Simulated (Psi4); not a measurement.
# ZnHBr (SMILES [ZnH][Br]) at SPW92/def2-TZVPPD (density fitting)

What is the vertical electron affinity of ZnHBr at SPW92/def2-TZVPPD (density fitting)? 

The results are computed with Psi4 1.11.

6 further runs of the same task are left out: 6 that didn't finish.

## (1) The molecule

ZnHBr has 3 atoms, charge 0, and is taken as a singlet. As SMILES, `[ZnH][Br]`. The shape is that of a PBE0-D4/def2-TZVP optimisation.

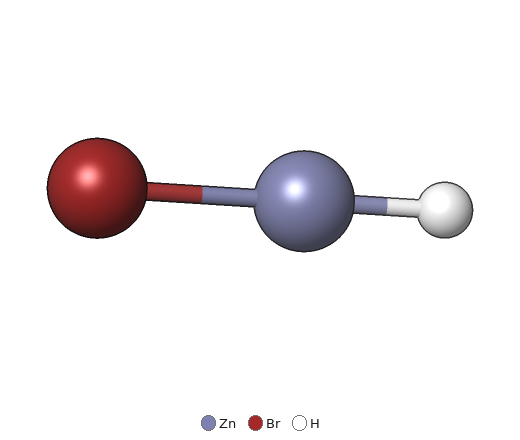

The structure, seen from a chosen angle (zinc blue, bromine red, hydrogen white).

## (2) Energy and gradient at SPW92/def2-TZVPPD (density fitting)

File brhzn.in:

```
memory 1.6 GB

molecule {
  0 1
  Zn    -0.193800    -0.111300    -0.118200
  Br     1.589400     0.729900     0.948500
  H     -1.406500    -0.683300    -0.843500
}

set basis def2-TZVPPD

e_tot = gradient('spw92')
print_variables()
```

Run with:

```sh
psi4 -i brhzn.in -o brhzn.out -n 1
```

brhzn.out:

```text
[...]
  Running in c1 symmetry.
[...]
  Nuclear repulsion =  263.194240811802160
[...]
  Multiplicity = 1
[...]
  Nalpha       = 33
  Nbeta        = 33
[...]
    Number of basis functions: 141
[...]
   @DF-RKS iter   1: -4344.40784862300825   -7.01676e-01   3.28874e-02 ADIIS/DIIS
[...]
   @DF-RKS iter  14: -4347.73763092323043    1.81899e-12   5.92195e-10 DIIS
[...]
    Orbital Energies [Eh]
    ---------------------
    Doubly Occupied:
       1A   -480.196701     2A   -345.063345     3A    -61.726413
       4A    -55.701189     5A    -55.699214     6A    -55.699214
       7A    -41.631229     8A    -36.753156     9A    -36.753156
      10A    -36.752040    11A     -8.371319    12A     -6.265544
      13A     -6.259927    14A     -6.259927    15A     -4.642790
      16A     -3.092673    17A     -3.092673    18A     -3.089882
      19A     -2.489993    20A     -2.488370    21A     -2.488370
      22A     -2.484180    23A     -2.484142    24A     -0.702016
      25A     -0.485181    26A     -0.468370    27A     -0.468370
      28A     -0.466943    29A     -0.466936    30A     -0.345736
      31A     -0.298247    32A     -0.268802    33A     -0.268802
[...]
  @DF-RKS Final Energy: -4347.73763092323043
   => Energetics <=
    Nuclear Repulsion Energy =            263.1942408118021604
    One-Electron Energy =               -6588.8656694337232693
    Two-Electron Energy =                2134.1813167489463012
    DFT Exchange-Correlation Energy =    -156.2475190502557325
    Empirical Dispersion Energy =           0.0000000000000000
    VV10 Nonlocal Energy =                  0.0000000000000000
    Total Energy =                      -4347.7376309232304266
[...]
 Multipole Moments:
 ------------------------------------------------------------------------------------
     Multipole            Electronic (a.u.)      Nuclear  (a.u.)        Total (a.u.)
 ------------------------------------------------------------------------------------
 L = 1.  Multiply by 2.5417464519 to convert [e a0] to [Debye]
 Dipole X            :         -0.0000924            0.0000684           -0.0000239
 Dipole Y            :         -0.0001362            0.0001010           -0.0000353
 Dipole Z            :          6.0444639           -6.6630711           -0.6186072
 Magnitude           :                                                    0.6186072
[...]
  -Total Gradient:
     Atom            X                  Y                   Z
    ------   -----------------  -----------------  -----------------
       1       -0.000001726859    -0.000002546916    -0.004187165443
       2        0.000000589975     0.000000870144     0.010193871565
       3        0.000001131164     0.000001668335    -0.005961412582
[...]
```

Run time: 16 s. Hardware: 1 thread of AMD EPYC 7R43 (Zen 3), shared host; peak memory 0.36 GiB.

## (3) The doublet anion, same level

File brhzn.xyz:

```xyz
3
BrHZn
Zn    -0.193800    -0.111300    -0.118200
Br     1.589400     0.729900     0.948500
H     -1.406500    -0.683300    -0.843500
```

File run.py:

```python
import psi4

psi4.set_memory(1600000000)
psi4.set_num_threads(1)
psi4.set_output_file('run.log', False)

with open('brhzn.xyz') as f:
    atoms = ''.join(f.readlines()[2:])
molecule = psi4.geometry('-1 2\n' + atoms + '')

psi4.set_options({
    'basis': 'def2-TZVPPD',
    'reference': 'uks',
})

e, wfn = psi4.gradient('SPW92', return_wfn=True)
print('gradient / Eh bohr^-1')
print(e.np.round(6))
print(f'energy = {wfn.energy():.10f} Eh')
```

Run with:

```sh
python run.py
```

run.log, shortened:

```text
[...]
  Running in c1 symmetry.
[...]
  Nuclear repulsion =  263.194240811802160
[...]
  Multiplicity = 2
[...]
  Nalpha       = 34
  Nbeta        = 33
[...]
    Number of basis functions: 141
[...]
   @DF-UKS iter   1: -4344.07961605633409   -3.73444e-01   3.35402e-02 ADIIS/DIIS
[...]
   @DF-UKS iter  19: -4347.72721022330825    3.63798e-12   8.89797e-09 DIIS
[...]
   @S^2 Observed:                7.503478319E-01
[...]
  @DF-UKS Final Energy: -4347.72721022330825
   => Energetics <=
    Nuclear Repulsion Energy =            263.1942408118021604
    One-Electron Energy =               -6599.4180503910429252
    Two-Electron Energy =                2144.8670737748784632
    DFT Exchange-Correlation Energy =    -156.3704744189462019
    Empirical Dispersion Energy =           0.0000000000000000
    VV10 Nonlocal Energy =                  0.0000000000000000
    Total Energy =                      -4347.7272102233082478
[...]
 Multipole Moments:
 ------------------------------------------------------------------------------------
     Multipole            Electronic (a.u.)      Nuclear  (a.u.)        Total (a.u.)
 ------------------------------------------------------------------------------------
 L = 1.  Multiply by 2.5417464519 to convert [e a0] to [Debye]
 Dipole X            :         -0.0000201            0.0000684            0.0000483
 Dipole Y            :         -0.0000302            0.0001010            0.0000707
 Dipole Z            :          7.1581320           -6.6630711            0.4950608
 Magnitude           :                                                    0.4950608
[...]
  -Total Gradient:
     Atom            X                  Y                   Z
    ------   -----------------  -----------------  -----------------
       1       -0.000011823969    -0.000017355687     0.001620877301
       2        0.000005028772     0.000007381034    -0.015058712749
       3        0.000006794186     0.000009973131     0.013490116532
[...]
```

On the terminal:

```text
gradient / Eh bohr^-1
[[-1.2000e-05 -1.7000e-05  1.6210e-03]
 [ 5.0000e-06  7.0000e-06 -1.5059e-02]
 [ 7.0000e-06  1.0000e-05  1.3490e-02]]
energy = -4347.7272102233 Eh
```

Wall time 22 s (1 thread of AMD EPYC 7R43 (Zen 3), shared host); peak memory 0.36 GiB.

## (4) Results

Level: SPW92/def2-TZVPPD (density fitting).

```
                                         quantity           value
                      singlet ZnHBr: total energy  -4347.73763 Eh
                     singlet ZnHBr: dipole moment          1.57 D
                       singlet ZnHBr: HOMO energy        -7.31 eV
                       singlet ZnHBr: LUMO energy        -1.73 eV
                     singlet ZnHBr: HOMO–LUMO gap         5.58 eV
          singlet ZnHBr: largest force on an atom      0.524 eV/Å
                      doublet anion: total energy  -4347.72721 Eh
doublet anion: HOMO energy (highest over α and β)         1.69 eV
 doublet anion: LUMO energy (lowest over α and β)         1.85 eV
                              doublet anion: ⟨S²⟩           0.750
          doublet anion: largest force on an atom      0.774 eV/Å
vertical electron affinity (to the doublet anion)       -0.284 eV
```

What this shows: The anion lies 0.28 eV (27.4 kJ/mol) above the neutral: the electron isn't bound at this level, and such a value depends on the basis. The largest force (singlet ZnHBr) is 0.52 eV/Å: the shape isn't a stationary point for this species at this level. The HOMO (doublet anion) lies at positive energy, 1.69 eV, as semi-local functionals often give for anions; only total energies tell whether the electron is bound.
